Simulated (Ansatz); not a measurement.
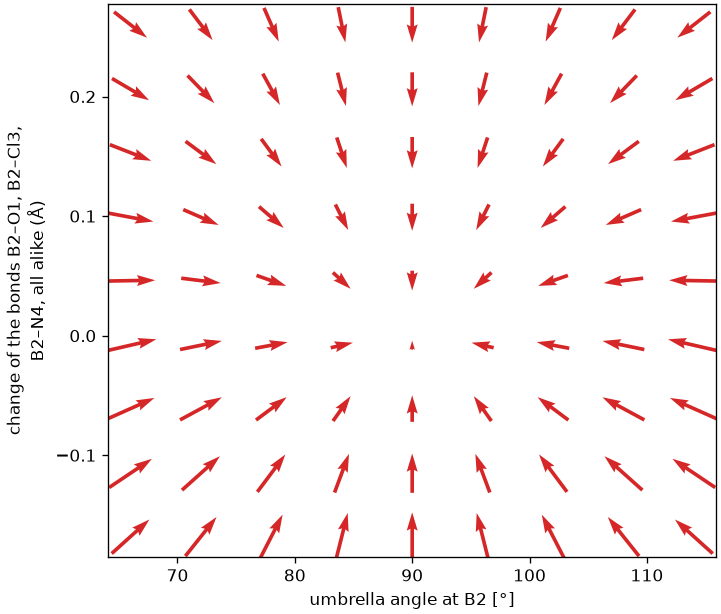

BClGeH5NO, SMILES OB(Cl)[NH][GeH3]. 
- First axis: umbrella angle at B2 (between each of its bonds and their common axis; 90 is planar). Second axis: change of the bonds B2–O1, B2–Cl3, B2–N4, all alike.
- Nothing is relaxed (all other coordinates rigid).
- Grid: 9 × 9 points.
- Points are written as (first, second).
- Method: RKS PBE-D4/def2-SVP (Ansatz).

Drawn: arrows along the force (downhill), their lengths compressed.

**The arrows alone are given. Where is the energy lowest?**

The arrows converge at about (90°, 0.000 Å) (read from the interpolated surface).

The energy map of the same scan:

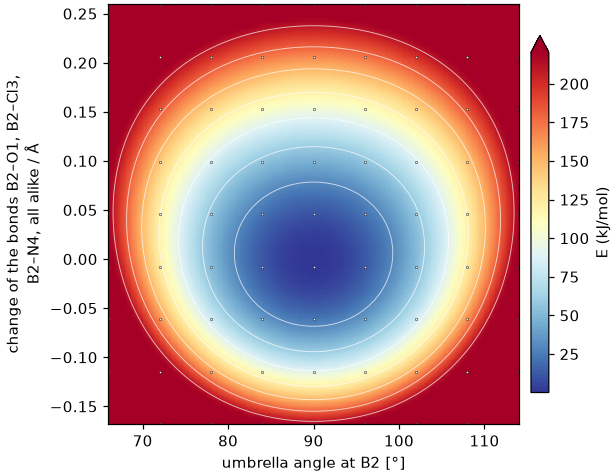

Energies are in kJ/mol, from the relaxed molecule at the same level; between grid points the surface is interpolated.
